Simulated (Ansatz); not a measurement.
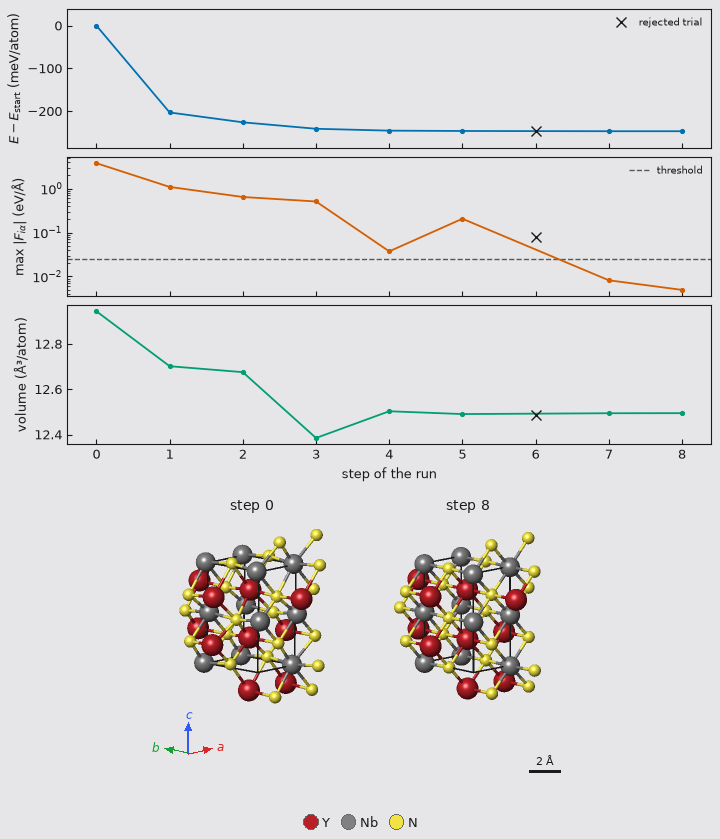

First and last geometry of a relaxation of a crystal of YNbN$_{2}$ (a generated structure, set up in P1) (coarse preliminary run), with the history of the run. Style: ball-and-stick. Shown: the cell of the calculation, from a free direction.

Theory: DFT PBE, scalar-relativistic, plane waves, PAW in Ansatz.

Input file:
```yaml
crystal:
  lattice:
    - [0.0341198741, 3.2519577948, -0.048448054]
    - [-0.0796567545, -0.0678849667, 4.7597126967]
    - [6.694170266, 0.0682397482, -0.1136986562]
  atoms:
    - { symbol: "Y", position: [0.4791365366, 0.5180389332, 0.263273367] }
    - { symbol: "Y", position: [0.51018222, 0.5292986053, 0.7354235421] }
    - { symbol: Nb, position: [0.9592284512, 0.0184637402, 0.0049663051] }
    - { symbol: Nb, position: [1.0337893863, -0.0097201721, 0.5057610752] }
    - { symbol: "N", position: [0.0306347095, 0.4496009098, 0.4802417159] }
    - { symbol: "N", position: [-0.0365107012, 0.5057645476, 1.03936687] }
    - { symbol: "N", position: [0.5312742655, -0.0130665787, 0.2530545346] }
    - { symbol: "N", position: [0.4922651322, 0.0016200147, 0.7179125901] }
basis:
  ecutwfc: 420
kpoints:
  mp_grid: { grid: [6, 6, 4] }
hamiltonian:
  xc: pbe
scf:
  occupations: { method: gaussian, width: 0.2 }
  lower_state_search: "off"
output:
  forces: true
  stress: true
  eigenvalues: true
relax:
  adjacent_minimum: "off"
  f_tol: 0.025
  max_steps: 60
  cell: { stress_tol: 0.25 }
```

Run as
```bash
ansatz run input.yaml --threads 1 --pin off --max-ram 2560MiB --backend cpu --events-out ev --progress --plain --runs-dir out
```

### Read the history and describe the run.

The run was cut off at its time limit before the program reported convergence, but its last step already meets the force threshold: the largest component is 0.005 eV/Å against 0.025 eV/Å. The pressure is within 0.01 GPa of its target. The energy falls by 247 meV per atom in 7 accepted moves (8 points after the start). Largest force component: 3.8 eV/Å at the start, 0.005 eV/Å at the end. Pressure: 0.48 GPa at the start and 0.01 GPa at the end. The line search rejected the trial step at point 6 of the run. The largest moves relative to the cell, 0.29 Å, are those of N5 and N6. N6 goes along [1 0 −1]. Largest moves by element: N 0.29 Å, Nb 0.18 Å, Y 0.17 Å. The volume changes by −3.5 %, with a 3.252 → 3.288 Å (+1.1 %), b 4.761 → 4.627 Å (−2.8 %), c 6.695 → 6.571 Å (−1.9 %), α 91.9° → 90.0°, β 88.8° → 90.0°, γ 91.7° → 90.0°. Among the contacts that change: Y2–N6 2.677 → 2.321 Å, Y1–Nb4 3.587 → 3.308 Å, Nb3–N8 2.562 → 2.286 Å, Y1–N5 2.064 → 2.326 Å. Bond angles that change, for instance: Y1–N5–Y2 160.9° → 179.9°, Y1–N5–Y2 161.9° → 179.9°, N5–Y1–N7 103.5° → 90.0°. The space group (tolerance 0.01 Å) goes from P1 (No. 1) to Pmmm (No. 47). The run took 9.2 min on 1 thread of Intel(R) Xeon(R) Processor @ 2.50GHz (Skylake/Cascade Lake), with other jobs on the host, peak memory 0.55 GiB.
